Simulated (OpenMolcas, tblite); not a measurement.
# SiNH3ClO (SMILES [NH][SiH](O)Cl): methods side by side

The species is SiNH3ClO (7 atoms), meant as a doublet with charge 0. SMILES: `[NH][SiH](O)Cl`. Geometry: relaxed at PBE0-D4/def2-TZVP. This is one conformer, not always the lowest.

Each level gives the vertical ionisation energy (to the singlet cation) (eV). The values are calculated.

```
             level                   kind     program  value (eV)  less CCSD(T)/def2-SVP
         IPEA1-xTB         semi-empirical      tblite       14.98                  +3.93
      UHF/def2-SVP           Hartree–Fock  OpenMolcas       11.56                  +0.51
   USVWN5/def2-SVP                    LDA  OpenMolcas       10.68                  -0.37
 U-revPBE/def2-SVP                    GGA  OpenMolcas       10.65                  -0.40
    UTPSS/def2-SVP               meta-GGA  OpenMolcas       10.83                  -0.22
   UB3LYP/def2-SVP          global hybrid  OpenMolcas       11.19                  +0.14
   UBHLYP/def2-SVP          global hybrid  OpenMolcas       11.70                  +0.65
ROCCSD(T)/def2-SVP  coupled cluster or CI  OpenMolcas       11.05                   0.00
```

ROCCSD(T)/def2-SVP is the highest level here, not the true value. The values span 10.65 to 14.98 eV. The xTB values lack the empirical shift that such differences need.

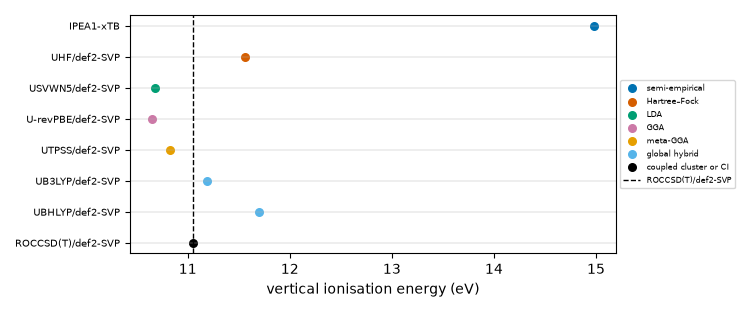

The values of the table, level by level.
